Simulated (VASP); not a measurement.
Band structure of SrTe (rock salt). All values below come from PBE GGA, VASP's PBE PAW potentials (set 64) (plane waves; VASP).

Unless said otherwise, spin-orbit coupling is left out, though it shifts the bands of the heavy elements here.

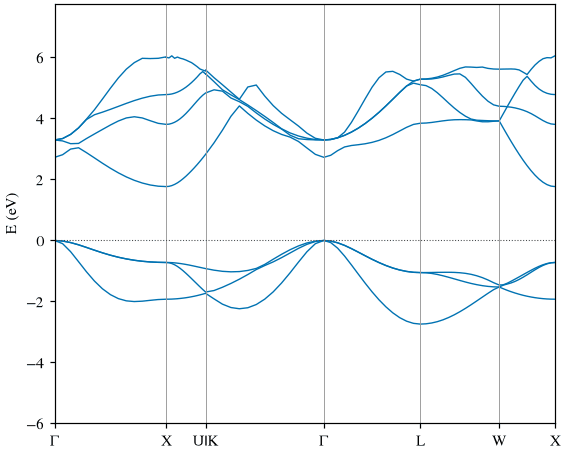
Figure. Bands along high-symmetry lines, zero at the valence-band maximum or, without a gap, the Fermi level

Question: Read the plot: is there a gap, and where are the band edges?

Answer: The gap is indirect, 1.77 eV, from the valence maximum at Γ to the conduction minimum at X. (Edges off the drawn lines would not show.)

The compound is SrTe in the rock salt structure. It was relaxed first.
